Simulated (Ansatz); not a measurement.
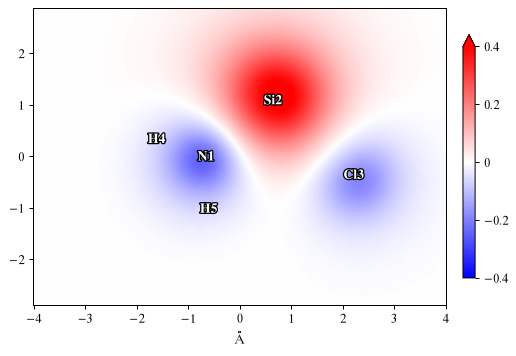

ClH$_{2}$NSi (SMILES N[Si]Cl). One frontier orbital on a plane 0.8 Å above the molecular plane (values in Å⁻³ᐟ²; the overall sign is arbitrary).

These are results of RKS r2SCAN-D4/6-31G* (Ansatz 0.2.0), not measurements.

```xyz
5

N    -0.1474    0.5851   -0.2351
Si   -0.1317   -0.3444    1.2073
Cl    0.6538   -2.1363    0.3753
H    -0.4758    1.5457   -0.2327
H     0.1509    0.2763   -1.1562
```

Which orbital is it: HOMO or LUMO?

The LUMO, at −2.24 eV. By Hirshfeld shares it lies mainly on Si2 (about 75 %), N1 (about 15 %) and Cl3 (about 10 %); it changes sign across the molecular plane (π type).
